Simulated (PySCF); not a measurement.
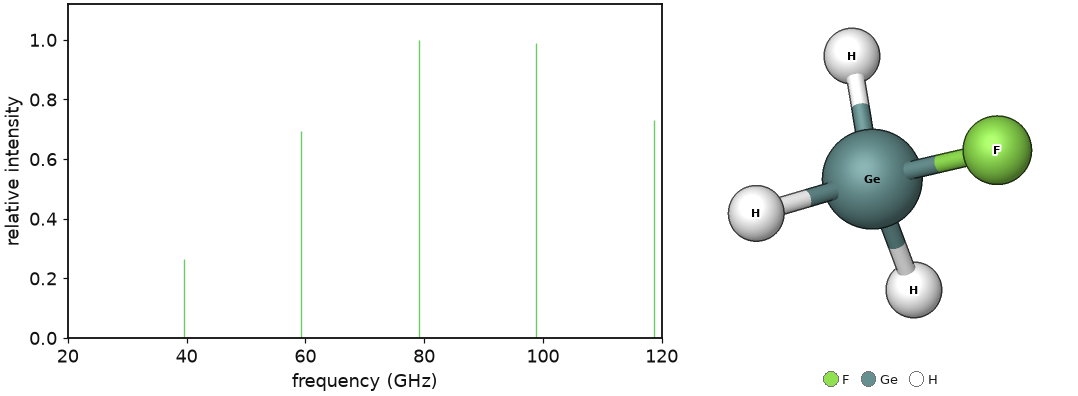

GeH₃F, SMILES [F][GeH3], singlet. Simulated rotational absorption lines between 20 and 120 GHz at 6 K: rigid rotor with the equilibrium constants and dipole of one optimised conformer (PBE0-D3(BJ)/def2-SVP, PySCF 2.14.0), commonest isotopes; no centrifugal distortion, hyperfine structure, internal rotation or nuclear-spin weights; lines within 1 MHz of each other are summed.

**What are the rotational constants, and what kind of rotor is it?**

Rotational constants A, B, C = 77.23, 9.889, 9.889 GHz; Ray's κ = −1.00, a prolate symmetric top.

**Which dipole components drive the lines?**

|μa|, |μb|, |μc| = 2.11, 0.00, 0.00 D; a-type lines carry 100 % of the intensity in this range.

Note: coarse grid, loose stop and no frequency check, small forces are noise and the end may be a saddle.
